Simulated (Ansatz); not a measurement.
# CH2AlNO2: rigid torsion scan from a Python script

Wanted for CH2AlNO2: a rigid torsion scan. SMILES: O[C]1=[N][Al]1[OH].

All numbers are computed with Ansatz 0.2.0, driven from Python. Level of theory: PBE0/def2-SVP.

### Step 1. Starting point

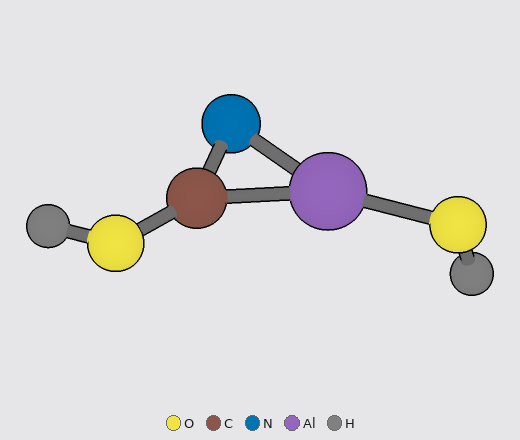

The starting structure, viewed from a chosen angle; oxygen yellow, carbon brown, nitrogen blue, aluminium purple, hydrogen grey.

No structure file is read: the coordinates are typed or built in the script.

### Step 2. The code

torsion_ch2alno2.py reads:

```python
"""Energy of CH2AlNO2 as one group turns about a bond."""

import ansatz as az
from ase import Atoms

atoms = Atoms(["O", "C", "N", "Al", "O", "H", "H"], positions=[
    [-0.7842, -0.5019, 1.9304],
    [-0.0308, -0.5019, 0.7882],
    [1.0936, -0.9784, 0.1606],
    [0.2572, 0.078, -0.8847],
    [-0.184, 0.9518, -2.459],
    [-0.5693, -0.958, 2.7466],
    [0.2786, 1.8425, -2.3278],
])

# start the scan from a relaxed geometry
first = (
    az.Crystal.molecule_from_ase(atoms).calculation()
    .basis(gaussian="def2-SVP")
    .functional("pbe0")
    .relax(force_tolerance=0.02, max_steps=80)
)
atoms.positions = first.run(threads=1, pin="off").report["positions_ang"]

start = atoms.get_dihedral(1, 3, 4, 6)
energies = {}
for turn in range(0, 360, 40):
    turned = atoms.copy()
    turned.set_dihedral(1, 3, 4, 6, start + turn, indices=[4, 6])
    setup = (
        az.Crystal.molecule_from_ase(turned).calculation()
        .basis(gaussian="def2-SVP")
        .functional("pbe0")
    )
    energies[round((start + turn) % 360)] = setup.run(threads=1, pin="off").report["free_energy_ev"]
floor = min(energies.values())
print("dihedral C1-Al3-O4-H6 (deg)   E - E(min) (eV)")
for angle, e in sorted(energies.items()):
    print(f"{angle:8d} {(e - floor):14.3f}  " + "#" * int(30 * (e - floor) / max(max(energies.values()) - floor, 1e-9)))
```

### Step 3. Launch

Command:

```bash
$ python torsion_ch2alno2.py
```

Standard output:

```text
dihedral C1-Al3-O4-H6 (deg)   E - E(min) (eV)
       0          0.000
      40          0.025  ############
      80          0.060  ##############################
     120          0.051  #########################
     160          0.016  ########
     200          0.017  ########
     240          0.051  #########################
     280          0.060  #############################
     320          0.024  ############
```

It took 21 s on 1 thread of AMD EPYC 9R45 (Zen 5), shared host; peak memory 0.24 GiB.

Lines on the test bed's own set-up are left out of the output.

### Step 4. How the relaxation of run 0 went

Step by step:

```csv
step,energy from step 1 (eV),largest force component (eV/Å)
1,0.0000,4.5683
2,-0.9098,2.8617
3,-1.3276,1.0336
4,-1.4170,0.5774
5,-1.4495,0.7759
6,-1.4330,0.7827
7,-1.4843,0.3845
8,-1.5064,0.2009
9,-1.5183,0.0665
10,-1.5182,0.1164
11,-1.5185,0.0086
```

Step 1 is the start. Steps 6, 10 were tried and not accepted.

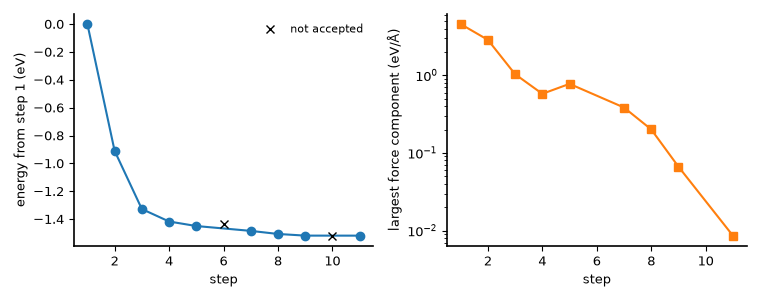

Energy and largest force along the relaxation.

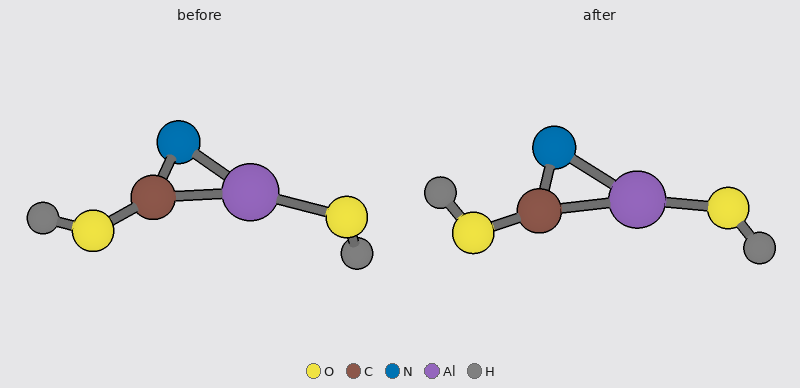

Before and after, at one scale.

Before: Bond lengths: O1–C2 1.368 Å, C2–N3 1.373 Å, C2–Al4 1.794 Å, N3–Al4 1.705 Å, Al4–O5 1.854 Å, O1–H6 0.959 Å, O5–H7 1.012 Å. Angles: O1–C2–N3 146.4°, O1–C2–Al4 150.1°, N3–C2–Al4 63.5°, C2–O1–H6 125.9°, C2–N3–Al4 70.3°, C2–Al4–N3 46.1°, C2–Al4–O5 155.0°, N3–Al4–O5 158.3°, Al4–O5–H7 101.3°.

After: Bond lengths: O1–C2 1.321 Å, C2–N3 1.309 Å, C2–Al4 1.838 Å, N3–Al4 1.801 Å, Al4–O5 1.678 Å, O1–H6 0.978 Å, O5–H7 0.958 Å. Angles: O1–C2–N3 124.9°, O1–C2–Al4 167.7°, N3–C2–Al4 67.4°, C2–O1–H6 105.5°, C2–N3–Al4 70.5°, C2–Al4–N3 42.1°, C2–Al4–O5 167.2°, N3–Al4–O5 150.6°, Al4–O5–H7 129.6°.

Run 0 is this relaxation; the runs after it count from 1.

### Step 5. Run by run

One row for each of the 9 runs:

| run | turn (°) | energy from run 1 (eV) | SCF cycles | CPU time (s) |
| --- | --- | --- | --- | --- |
| 1 | 0 | 0.0000 | 18 | 0.75 |
| 2 | 40 | 0.0250 | 18 | 0.77 |
| 3 | 80 | 0.0601 | 18 | 0.76 |
| 4 | 120 | 0.0506 | 18 | 0.76 |
| 5 | 160 | 0.0165 | 18 | 0.75 |
| 6 | 200 | 0.0168 | 18 | 0.76 |
| 7 | 240 | 0.0510 | 18 | 0.76 |
| 8 | 280 | 0.0597 | 18 | 0.76 |
| 9 | 320 | 0.0243 | 18 | 0.77 |

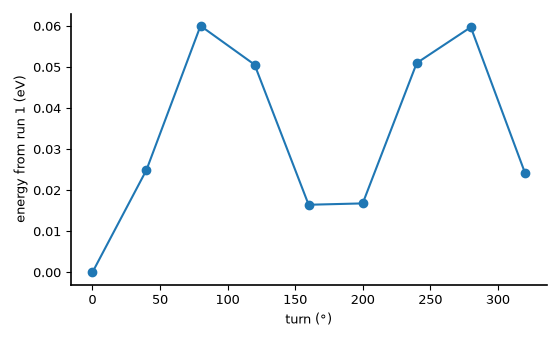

Energy against turn; lines join the points.

### Step 6. Summary of results

| quantity | value |
| --- | --- |
| runs compared | 9 |
| range of energy | 0.060 eV |
| lowest point, turn (°) | 0 |

What this shows: The lowest point lies at a turn of 0°, the highest 0.060 eV (5.8 kJ/mol) above it at 80°. The grid can miss the true lowest and highest points, and the rest of the molecule is held rigid. Run 0: The relaxation took 8 moves; the largest shift is 0.603 Å, of atom 5 (O). The scan is rigid and the energies are electronic, in a modest basis. With rigid groups the curve can differ much from the relaxed path, the start wasn't checked as a minimum of this torsion, and equivalent turns needn't return to the same energy.
